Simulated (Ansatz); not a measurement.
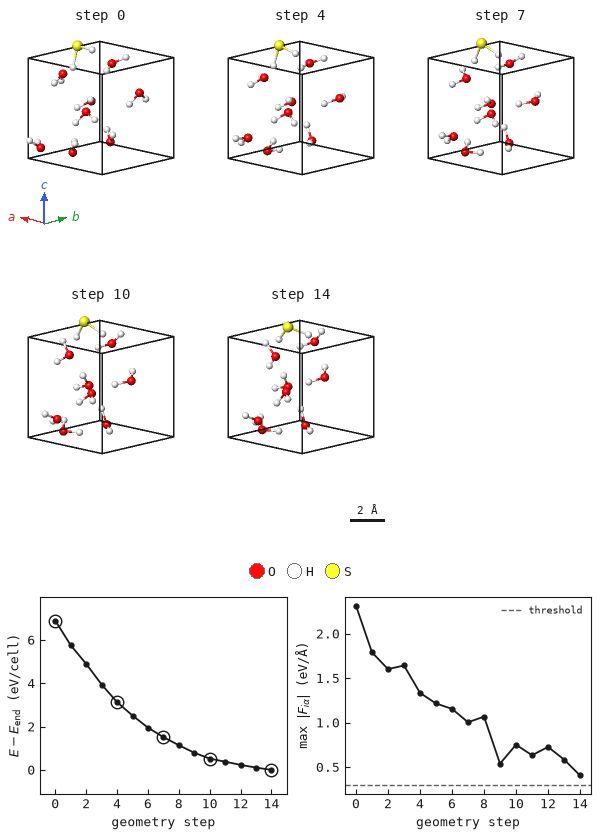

Frames of a relaxation of an amorphous cell of composition H₁₈SO₈, marked on the history of the run. Style: ball-and-stick. Shown: the cell of the calculation, from a free direction.

The cell holds 8 H2O + 1 SH2. The run prepares the start of a later molecular dynamics calculation, from a guessed geometry.

Level of theory: Ansatz 0.2.0, DFT LDA, scalar-relativistic, plane waves, PAW.

The input:
```yaml
accuracy: low
crystal:
  lattice:
    - [6.214465, 0.0, 0.0]
    - [0.0, 6.214465, 0.0]
    - [0.0, 0.0, 6.214465]
  atoms:
    - { symbol: O, position: [0.822704, 0.3018853, 0.8223403] }
    - { symbol: H, position: [0.9339682, 0.2957225, 0.7133745] }
    - { symbol: H, position: [0.7310283, 0.1801839, 0.7895441] }
    - { symbol: O, position: [0.8783135, 0.0489955, 0.1167414] }
    - { symbol: H, position: [0.8114895, -0.062544, 0.202676] }
    - { symbol: H, position: [1.0270248, 0.0485265, 0.1633889] }
    - { symbol: O, position: [0.341232, 0.8742937, 0.6145295] }
    - { symbol: H, position: [0.4277238, 0.8231471, 0.495389] }
    - { symbol: H, position: [0.1995641, 0.8158777, 0.5860858] }
    - { symbol: O, position: [0.765412, 0.5656399, 0.4081952] }
    - { symbol: H, position: [0.7630566, 0.6858862, 0.3090663] }
    - { symbol: H, position: [0.785573, 0.4413938, 0.3162838] }
    - { symbol: O, position: [0.4407546, 0.5910928, 0.9381918] }
    - { symbol: H, position: [0.5541482, 0.6347256, 0.8405735] }
    - { symbol: H, position: [0.3800749, 0.725707, 0.9880741] }
    - { symbol: O, position: [0.2571423, 0.3803796, 0.2211443] }
    - { symbol: H, position: [0.3454839, 0.5044337, 0.2542744] }
    - { symbol: H, position: [0.236743, 0.3107039, 0.3590589] }
    - { symbol: O, position: [0.4280891, 0.2908722, 0.6160478] }
    - { symbol: H, position: [0.5419273, 0.3949042, 0.5934764] }
    - { symbol: H, position: [0.4889983, 0.1567096, 0.5652371] }
    - { symbol: O, position: [0.4047764, 0.0074261, 0.1541424] }
    - { symbol: H, position: [0.3328591, -0.0442085, 0.2824117] }
    - { symbol: H, position: [0.4915683, 0.126504, 0.204925] }
    - { symbol: S, position: [0.9982479, 0.6874083, 1.0084934] }
    - { symbol: H, position: [0.9965694, 0.8896092, 0.9338656] }
    - { symbol: H, position: [0.9757953, 0.6014023, 0.8121361] }
basis:
  ecutwfc: 420.0
kpoints:
  mp_grid: { grid: [1, 1, 1] }
hamiltonian:
  xc: lda
scf:
  occupations: { method: fermi_dirac, width: 0.05 }
  lower_state_search: "off"
relax:
  f_tol: 0.3
  max_steps: 15
  adjacent_minimum: "off"
```

Run as
```bash
ansatz run input.yaml --threads 1 --pin off --max-ram 3072MiB --backend cpu --events-out ev --progress --plain --runs-dir out
```

Q: What happens along the run?

A: The relaxation stopped without meeting its thresholds, so the last structure isn't shown to be converged. It used up its limit of 15 steps. Over 14 geometry steps the energy falls by 6.891 eV per cell of the calculation. The largest force component goes from 2.3 to 0.41 eV/Å. H9 moves most: 1.45 Å along [2 −1 1]. By element the largest moves are H 1.45 Å, O 1.24 Å, S 0.89 Å. The cell doesn't change. Near-neighbour distances that change, for instance: O1–H3 0.969 → 1.038 Å, O16–H18 0.969 → 1.028 Å, O16–H17 0.969 → 1.016 Å, O10–H12 0.969 → 1.011 Å. Bond angles that change, for instance: H5–O4–H6 104.0° → 119.5°, H2–O1–H3 104.0° → 114.1°, H17–O16–H18 104.0° → 109.2°. From step 0 to 4: O4 moves most (0.76 Å), energy −3.762 eV per cell of the calculation. From step 4 to 7: H3 moves most (0.51 Å), energy −1.613 eV per cell of the calculation. From step 7 to 10: H3 moves most (0.53 Å), energy −0.993 eV per cell of the calculation. From step 10 to 14: H2 moves most (0.78 Å), energy −0.523 eV per cell of the calculation.

Limits of the set-up: the program's low-accuracy preset was used; the periodic images lie only 6.2 Å apart, so the values are limited by the cell's size.
